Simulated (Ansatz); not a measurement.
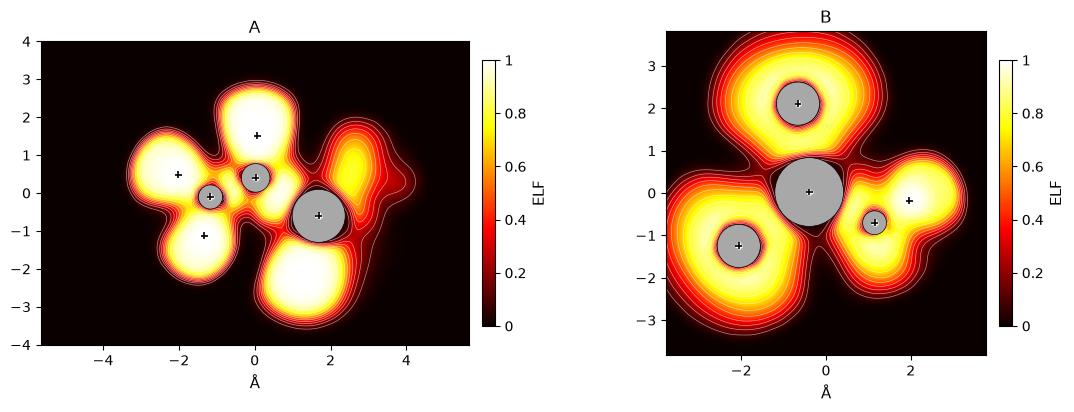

The ELF of 2 systems, each on a plane through atoms (crosses mark nuclei in the plane; grey discs cover the cores).

Theory: Ansatz 0.2.0, RKS PBE-D4/def2-SVP.

System 1: AlCl$_{2}$HO, the molecular plane. 

```xyz
5

O    -0.5907    0.9534    0.5822
Al   -0.1649   -0.6216    0.0934
Cl    1.3483   -1.5873    1.1689
Cl   -1.1024   -1.5939   -1.5168
H    -1.2810    1.4707    0.1379
```

System 2: CH$_{6}$NOSi (SMILES N[CH+][SiH2]O) (charge +1), the plane of atoms C2, N1 and H6. 

```yaml
atoms:
  - { symbol: N, position_ang: [-0.4165, 1.6168, -0.0484] }
  - { symbol: C, position_ang: [-0.6773, 0.4856, 0.5209] }
  - { symbol: Si, position_ang: [0.1653, -1.2169, 0.1194] }
  - { symbol: O, position_ang: [0.1092, -1.8868, 1.6274] }
  - { symbol: H, position_ang: [0.3167, 1.7100, -0.7702] }
  - { symbol: H, position_ang: [-0.9175, 2.4891, 0.1873] }
  - { symbol: H, position_ang: [-1.4732, 0.5169, 1.2935] }
  - { symbol: H, position_ang: [1.5172, -0.8724, -0.4288] }
  - { symbol: H, position_ang: [-0.7426, -1.8051, -0.9210] }
  - { symbol: H, position_ang: [0.4158, -2.7958, 1.7996] }
```

Match each panel to its system.

Panel A is system 2, CH$_{6}$NOSi: the plane holds N, C, Si and H. C–N (1.29 Å): the ELF peaks at about 0.90 between the atoms (localised, covalent bonding). Panel B is system 1, AlCl$_{2}$HO: the plane holds O, Al, Cl and H. Al–O (1.70 Å): the ELF peaks at about 0.90 in the valence shell of O, 0.6 Å from its nucleus, and is about 0.30 at the midpoint.
